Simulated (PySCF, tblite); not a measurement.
# C₁₂H₁₂S₃: electronic excitations, NMR shifts

Wanted: electronic excitations, NMR shifts for C₁₂H₁₂S₃ (`CC(C)(C)c1csc2c1sc1ccsc12`).

Computed with tblite 0.8.0 and PySCF 2.14.0 and routines of our own; the level stands in each step. Atoms count from 0.

## 1. The starting structure

27 atoms, charge 0, multiplicity 1; geometry from: force field, distance geometry or constructed start.

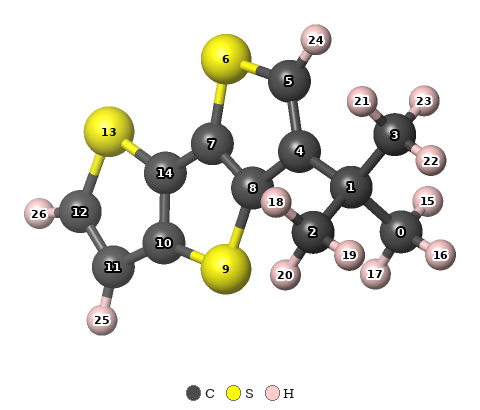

The starting geometry (carbon dark grey, sulfur yellow, hydrogen pink).

## 2. Geometry optimisation with GFN2-xTB

What the job is given:

```
{"job": {"kind": "relax", "xc": "GFN2-xTB", "basis": "xTB"}, "charge": 0, "multiplicity": 1}
C     -2.142800     1.271600    -0.921900
C     -1.947200     0.377300     0.310000
C     -1.707800     1.257400     1.560100
C     -3.270100    -0.386900     0.538800
C     -0.776500    -0.581200     0.110200
C     -0.795300    -1.973400     0.099300
S      0.734900    -2.737400    -0.173300
C      1.420700    -1.201000    -0.279600
C      0.571100    -0.141300    -0.126800
S      1.574300     1.257900    -0.293900
C      3.058800     0.421700    -0.562300
C      4.446000     0.604000    -0.802500
C      5.067300    -0.626800    -0.913400
S      4.015800    -1.991100    -0.743300
C      2.740100    -0.899700    -0.511600
H     -2.291600     0.673000    -1.820000
H     -3.028700     1.916600    -0.802400
H     -1.293600     1.930100    -1.096600
H     -1.540200     0.650500     2.455500
H     -2.577600     1.901500     1.758400
H     -0.850300     1.923300     1.441600
H     -3.214600    -1.033100     1.430900
H     -4.103800     0.304400     0.702300
H     -3.523900    -1.029300    -0.315600
H     -1.645000    -2.618400     0.248900
H      4.947600     1.558200    -0.883300
H      6.120700    -0.811900    -1.104100
```

Command:

```bash
OMP_NUM_THREADS=1 python large_run.py task.json out
```

This one command runs all jobs of the session in turn.

Log:

```text
step      E/eV     max force
  0   -1130.29550    2.726
  1   -1130.47982    1.148
  2   -1130.58456    0.677
  3   -1130.62423    0.696
  4   -1130.67287    0.851
  5   -1130.71144    0.607
  6   -1130.74828    0.516
  7   -1130.77924    0.420
  8   -1130.80863    0.408
  9   -1130.83141    0.391
 10   -1130.84610    0.239
 11   -1130.85455    0.211
 12   -1130.86106    0.173
 13   -1130.86775    0.204
 14   -1130.87454    0.202
 15   -1130.88104    0.205
 16   -1130.88714    0.194
 17   -1130.89333    0.200
 18   -1130.89929    0.178
 19   -1130.90426    0.176
 20   -1130.90855    0.149
 21   -1130.91283    0.203
 22   -1130.91733    0.217
 23   -1130.92164    0.149
 24   -1130.92539    0.157
 25   -1130.92881    0.146
 26   -1130.93219    0.137
 27   -1130.93531    0.128
 28   -1130.93795    0.100
 29   -1130.94028    0.096
 30   -1130.94254    0.113
 31   -1130.94474    0.111
 32   -1130.94654    0.096
 33   -1130.94781    0.089
 34   -1130.94880    0.088
 35   -1130.94971    0.091
 36   -1130.95060    0.081
 37   -1130.95133    0.052
 38   -1130.95182    0.049
 39   -1130.95211    0.035
 40   -1130.95235    0.035
 41   -1130.95260    0.039
 42   -1130.95286    0.050
 43   -1130.95306    0.041
 44   -1130.95321    0.031
 45   -1130.95335    0.029
 46   -1130.95350    0.038
 47   -1130.95365    0.045
 48   -1130.95379    0.035
 49   -1130.95391    0.028
 50   -1130.95402    0.030
 51   -1130.95411    0.020
```

Wall time 0.88 s (1 thread of Arm Neoverse V1, shared host); peak memory 0.18 GiB.

Step by step:

```
step  energy from step 0 (eV)  largest force (eV/Å)
   0                   0.0000                2.7259
   1                  -0.1843                1.1479
   2                  -0.2891                0.6772
   3                  -0.3287                0.6960
   4                  -0.3774                0.8510
   5                  -0.4159                0.6069
   6                  -0.4528                0.5160
   7                  -0.4837                0.4197
   8                  -0.5131                0.4079
  11                  -0.5591                0.2110
  15                  -0.5855                0.2051
  18                  -0.6038                0.1775
  22                  -0.6218                0.2162
  25                  -0.6333                0.1462
  29                  -0.6448                0.0959
  32                  -0.6510                0.0966
  36                  -0.6551                0.0801
  39                  -0.6566                0.0351
  43                  -0.6576                0.0408
  47                  -0.6581                0.0448
  48                  -0.6583                0.0346
  49                  -0.6584                0.0284
  50                  -0.6585                0.0299
  51                  -0.6586                0.0195
```

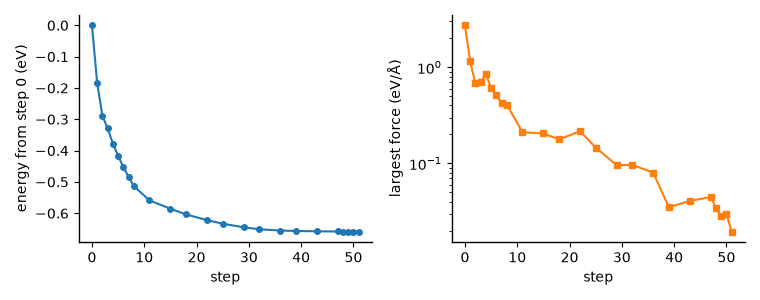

Energy and force, step by step.

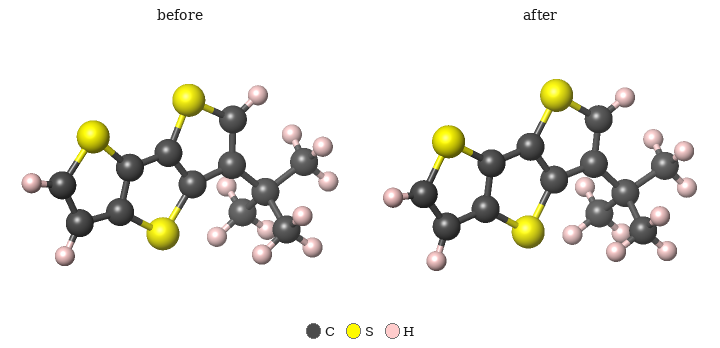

The geometry before (left) and after (right).

Close pairs (by a distance rule), those that changed most:

```
   bond  before (Å)  after (Å)  change (Å)
  S6–C7       1.686      1.723      +0.037
 C7–C14       1.373      1.406      +0.032
  C4–C5       1.392      1.361      -0.031
S13–C14       1.695      1.725      +0.030
C10–C14       1.360      1.390      +0.030
C11–C12       1.383      1.357      -0.026
  C7–C8       1.367      1.390      +0.023
  C4–C8       1.437      1.420      -0.017
```

The final coordinates are the input of the step that follows.

## 3. Electronic excitations: TDA CAM-B3LYP/6-31G*

What the job is given:

```
{"job": {"kind": "uv", "basis": "6-31G*", "grid": 1, "kgrid": 0, "vcut": 1.5, "nstates": 6, "ntriplets": 2, "tda": true, "delta": [], "pop": true, "xc": "CAM-B3LYP"}, "charge": 0, "multiplicity": 1}
C     -1.997509     1.243058    -0.943477
C     -1.907566     0.364817     0.310815
C     -1.562909     1.229253     1.529995
C     -3.259072    -0.313441     0.544313
C     -0.810585    -0.653709     0.112205
C     -0.960295    -2.006472     0.130187
S      0.499762    -2.903317    -0.130880
C      1.380586    -1.430009    -0.276482
C      0.550421    -0.325450    -0.124175
S      1.425272     1.177133    -0.268493
C      2.904478     0.303138    -0.533005
C      4.239505     0.689124    -0.764576
C      5.043454    -0.394638    -0.912007
S      4.207843    -1.906501    -0.774870
C      2.720382    -1.074635    -0.509228
H     -2.185272     0.629136    -1.822091
H     -2.810297     1.958325    -0.840330
H     -1.072851     1.793555    -1.097978
H     -1.440760     0.605498     2.413102
H     -2.361007     1.943643     1.718095
H     -0.640314     1.780385     1.366138
H     -3.230132    -0.937633     1.434149
H     -4.028311     0.442937     0.683800
H     -3.536360    -0.928149    -0.308746
H     -1.858338    -2.568974     0.284327
H      4.578857     1.706933    -0.818016
H      6.099079    -0.408154    -1.097245
```

Method: TDA CAM-B3LYP/6-31G*, vertical, gas phase, core orbitals frozen in the response, virtual orbitals cut by energy.

Log:

```text
start: PBE on a coarse grid of 24109 points
cycle   1  E = -1657.9179224654  dE =  2.473e+00  |g| = 8.077e-01  |ddm| = 5.885e+00
cycle   2  E = -1657.5452331845  dE =  3.727e-01  |g| = 1.387e+00  |ddm| = 2.653e+00
cycle   3  E = -1658.0702016675  dE = -5.250e-01  |g| = 3.088e-01  |ddm| = 2.118e+00
cycle   4  E = -1658.0964076255  dE = -2.621e-02  |g| = 9.518e-02  |ddm| = 4.946e-01
cycle   5  E = -1658.0985922703  dE = -2.185e-03  |g| = 4.082e-02  |ddm| = 1.683e-01
cycle   6  E = -1658.0990458560  dE = -4.536e-04  |g| = 1.264e-02  |ddm| = 6.024e-02
cycle   7  E = -1658.0990799051  dE = -3.405e-05  |g| = 6.624e-03  |ddm| = 2.082e-02
final grid: 101974 points
cycle   8  E = -1658.7455781159  dE = -1.045e-02  |g| = 3.718e-02  |ddm| = 4.324e-01
cycle   9  E = -1658.7459555909  dE = -3.775e-04  |g| = 3.264e-02  |ddm| = 1.116e-01
cycle  10  E = -1658.7462435209  dE = -2.879e-04  |g| = 9.848e-03  |ddm| = 4.993e-02
cycle  11  E = -1658.7462727865  dE = -2.927e-05  |g| = 5.424e-03  |ddm| = 1.948e-02
cycle  12  E = -1658.7462820787  dE = -9.292e-06  |g| = 8.722e-04  |ddm| = 7.308e-03
cycle  13  E = -1658.7462830616  dE = -9.830e-07  |g| = 4.437e-04  |ddm| = 2.189e-03
cycle  14  E = -1658.7462825328  dE =  5.288e-07  |g| = 1.621e-04  |ddm| = 9.844e-04
cycle  15  E = -1658.7462815811  dE =  9.518e-07  |g| = 7.036e-05  |ddm| = 3.175e-04
converged SCF energy = -1658.7462815811

Static polarisability (au): isotropic 166.225, principal 89.873 176.490 232.313

Singlet excitations
state   eV       nm        f      main configurations
  1   4.7444    261.3   0.49741   H->L 0.93
  2   5.0825    243.9   0.22349   H-1->L 0.91
  3   5.3637    231.2   0.00000   H->L+1 0.95
  4   5.5670    222.7   0.00000   H->L+2 0.94
  5   5.6107    221.0   0.00000   H-1->L+2 0.70, H-1->L+1 0.18
  6   5.7589    215.3   0.00000   H-1->L+1 0.66, H-1->L+2 0.17

Triplet excitations (Tamm-Dancoff, eV): 2.9488 3.9134
```

It took 48 s on 1 thread of Arm Neoverse V1, shared host; peak memory 0.66 GiB.

Frontier orbitals and where they lie:

```
orbital      eV                        atoms
 HOMO−4  -10.36   S9 37 %, S13 17 %, S6 16 %
 HOMO−3   -9.07  C11 20 %, C14 18 %, C5 15 %
 HOMO−2   -8.44   S13 25 %, S6 23 %, C8 12 %
 HOMO−1   -7.31   S9 34 %, S6 20 %, S13 16 %
   HOMO   -6.82  C5 20 %, C12 18 %, C10 14 %
   LUMO    0.19   C12 17 %, C5 15 %, C8 11 %
 LUMO+1    1.65    S6 32 %, S13 28 %, C5 8 %
 LUMO+2    1.84  S9 42 %, C10 12 %, S13 12 %
 LUMO+3    2.08  C12 16 %, C11 15 %, C5 15 %
```

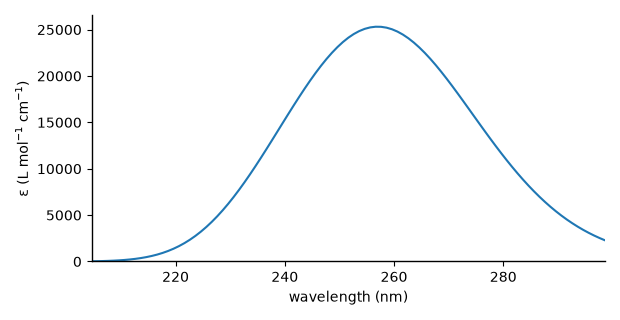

Absorption spectrum: each of the 6 states is a Gaussian band of 0.4 eV half-width at 1/e. Beyond the last state computed it falls off for lack of states.

Ground-state properties from the same run:

```
           property  computed
  dipole moment (D)      0.93
polarisability (Å³)     24.63
 HOMO–LUMO gap (eV)      7.01
      −ε(HOMO) (eV)      6.82
```

## 4. NMR shifts: GIAO KT3/pcSseg-1

Settings changed since step 3:

```diff
@@ -1,2 +1,2 @@
-{"job": {"kind": "uv", "basis": "6-31G*", "grid": 1, "kgrid": 0, "vcut": 1.5, "nstates": 6, "ntriplets": 2, "tda": true, "delta": [], "pop": true, "xc": "CAM-B3LYP"}, "charge": 0, "multiplicity": 1}
+{"job": {"kind": "nmr", "xc": "KT3", "basis": "pcSseg-1", "pop": false}, "charge": 0, "multiplicity": 1}
 C     -1.997509     1.243058    -0.943477
```

Level: GIAO KT3/pcSseg-1 NMR shielding, non-relativistic, gas phase.

Log:

```text
start: PBE on a coarse grid of 24109 points
cycle   1  E = -1657.5564747131  dE =  2.437e+00  |g| = 8.060e-01  |ddm| = 5.981e+00
cycle   2  E = -1657.1490992823  dE =  4.074e-01  |g| = 1.440e+00  |ddm| = 2.645e+00
cycle   3  E = -1657.7006053879  dE = -5.515e-01  |g| = 3.186e-01  |ddm| = 2.209e+00
cycle   4  E = -1657.7272764582  dE = -2.667e-02  |g| = 9.988e-02  |ddm| = 5.261e-01
cycle   5  E = -1657.7295675317  dE = -2.291e-03  |g| = 4.481e-02  |ddm| = 1.777e-01
cycle   6  E = -1657.7300761898  dE = -5.087e-04  |g| = 1.244e-02  |ddm| = 6.375e-02
cycle   7  E = -1657.7301109893  dE = -3.480e-05  |g| = 6.585e-03  |ddm| = 2.035e-02
final grid: 211574 points
cycle   8  E = -1675.1547033819  dE = -4.406e-02  |g| = 2.194e-01  |ddm| = 6.989e-01
cycle   9  E = -1675.1520241678  dE =  2.679e-03  |g| = 1.731e-01  |ddm| = 3.005e-01
cycle  10  E = -1675.1539958023  dE = -1.972e-03  |g| = 1.178e-01  |ddm| = 3.254e-01
cycle  11  E = -1675.1578425545  dE = -3.847e-03  |g| = 2.709e-02  |ddm| = 1.857e-01
cycle  12  E = -1675.1580521774  dE = -2.096e-04  |g| = 6.825e-03  |ddm| = 4.478e-02
cycle  13  E = -1675.1580632924  dE = -1.112e-05  |g| = 7.456e-04  |ddm| = 1.111e-02
cycle  14  E = -1675.1580617841  dE =  1.508e-06  |g| = 6.883e-04  |ddm| = 1.787e-03
cycle  15  E = -1675.1580653775  dE = -3.593e-06  |g| = 2.393e-04  |ddm| = 1.156e-03
cycle  16  E = -1675.1580648692  dE =  5.084e-07  |g| = 6.666e-05  |ddm| = 4.018e-04
converged SCF energy = -1675.1580648692

GIAO shielding tensors (ppm)
atom      isotropic    diamagn.    paramagn.     s11        s22        s33       span
  0 C      154.568     248.018     -93.450    140.385    141.860    181.460     41.075
  1 C      146.479     242.969     -96.491    137.098    147.917    154.421     17.323
  2 C      154.605     248.076     -93.471    140.432    141.901    181.481     41.049
  3 C      155.003     248.005     -93.002    139.663    142.795    182.551     42.888
  4 C       46.766     256.147    -209.381    -22.841     31.041    132.098    154.939
  5 C       72.270     257.254    -184.984      8.451     80.755    127.604    119.153
  6 S      359.560    1059.976    -700.417    215.924    398.756    464.000    248.075
  7 C       58.761     263.959    -205.198     15.660     44.437    116.185    100.525
  8 C       50.630     263.427    -212.797      8.847     49.202     93.840     84.993
  9 S      368.310    1061.557    -693.248    228.729    415.443    460.756    232.027
 10 C       49.048     262.946    -213.898      9.393     43.761     93.989     84.596
 11 C       71.341     244.427    -173.086      1.418     60.007    152.597    151.179
 12 C       65.542     267.091    -201.549     -7.288     74.741    129.172    136.460
 13 S      350.223    1059.561    -709.339    214.737    372.519    463.412    248.675
 14 C       58.851     261.793    -202.943     15.306     43.014    118.233    102.926
 15 H       30.623      31.812      -1.189     27.799     28.165     35.904      8.105
 16 H       30.603      31.037      -0.434     26.432     28.368     37.009     10.576
 17 H       29.394      32.118      -2.724     22.360     31.326     34.497     12.138
 18 H       30.626      31.881      -1.255     27.803     28.167     35.908      8.105
 19 H       30.606      31.096      -0.490     26.431     28.375     37.013     10.582
 20 H       29.395      32.164      -2.768     22.356     31.325     34.505     12.150
 21 H       30.102      31.343      -1.241     25.931     28.571     35.805      9.874
 22 H       30.592      29.527       1.066     26.305     28.744     36.727     10.422
 23 H       30.099      31.306      -1.207     25.923     28.572     35.802      9.879
 24 H       25.213      34.983      -9.770     19.563     26.946     29.129      9.566
 25 H       24.619      31.108      -6.489     20.218     26.355     27.284      7.066
 26 H       24.847      29.480      -4.634     20.909     24.992     28.639      7.730
```

It took 24 s on 1 thread of Arm Neoverse V1, shared host; peak memory 0.59 GiB.

The references, computed at this level on geometries of the same kind, shield at (ppm): ¹H TMS 31.76, ¹³C TMS 184.7. Their shielding less the atom's gives the shift. The references are single molecules in the gas phase. Atoms listed in one row are averaged.

```
                             atoms                                         environment  σ (ppm)  δ (ppm)
                                C4                         substituted aromatic carbon     46.8    138.0
                               C10                         ring-fusion aromatic carbon     49.0    135.7
                                C8                         ring-fusion aromatic carbon     50.6    134.1
                                C7                         ring-fusion aromatic carbon     58.8    126.0
                               C14                         ring-fusion aromatic carbon     58.9    125.9
                               C12                 aromatic CH next to the ring sulfur     65.5    119.2
                               C11                                         aromatic CH     71.3    113.4
                                C5                 aromatic CH next to the ring sulfur     72.3    112.5
                                C1           quaternary sp3 carbon on an aromatic ring    146.5     38.2
                        C0, C2, C3                                       methyl carbon    154.7     30.0
                               H25                          hydrogen on an aromatic CH    24.62     7.14
                               H26  hydrogen on an aromatic CH next to the ring sulfur    24.85     6.91
                               H24  hydrogen on an aromatic CH next to the ring sulfur    25.21     6.55
H15, H16, H17, H18, H19 and 4 more                         hydrogen on a methyl carbon    30.23     1.53
                               S13                                aromatic ring sulfur      350        –
                                S6                                aromatic ring sulfur      360        –
                                S9                                aromatic ring sulfur      368        –
```

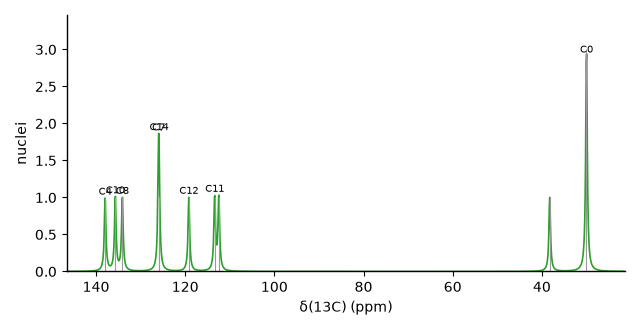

¹³C lines at the computed shifts, without couplings. Lines are broadened to a width of 0.43 ppm (Lorentzian).

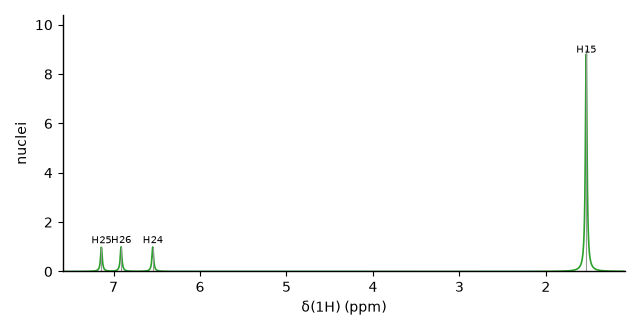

¹H lines at the computed shifts, without couplings. Lines are broadened to a width of 0.02 ppm (Lorentzian).

Ring of atoms C4, C5, S6, C7, C8: NICS(0) -11.2, NICS(1) -9.2, NICS(1)zz -19.1 ppm (means of both faces).

Ring of atoms C7, C8, S9, C10, C14: NICS(0) -9.4, NICS(1) -8.2, NICS(1)zz -15.9 ppm (means of both faces).

Ring of atoms C10, C11, C12, S13, C14: NICS(0) -11.7, NICS(1) -9.5, NICS(1)zz -21.0 ppm (means of both faces).

## 5. What came out

| quantity | value |
| --- | --- |
| lowest singlet (CAM-B3LYP/6-31G*) | 4.74 eV (261 nm), f = 0.497 |
| lowest triplet | 2.95 eV |
| ¹³C shifts against TMS (KT3/pcSseg-1, means over atoms taken as alike) | 138.0, 135.7, 134.1, 126.0, 125.9, 119.2, 113.4, 112.5, 38.2, 30.0 ppm |
| ¹H shifts against TMS (KT3/pcSseg-1, means over atoms taken as alike) | 7.14, 6.91, 6.55, 1.53 ppm |
| shieldings of S (KT3/pcSseg-1) | S13 350.2, S6 359.6, S9 368.3 ppm |

The first singlet state (HOMO→LUMO 0.93) lies at 4.74 eV and is bright. The lowest triplet lies 1.80 eV below the lowest singlet. NICS(1)zz of -19 ppm above the planar ring from C4 marks a diatropic (aromatic) ring current. NICS(1)zz of -16 ppm above the planar ring from C7 marks a diatropic (aromatic) ring current. NICS(1)zz of -21 ppm above the planar ring from C10 marks a diatropic (aromatic) ring current.
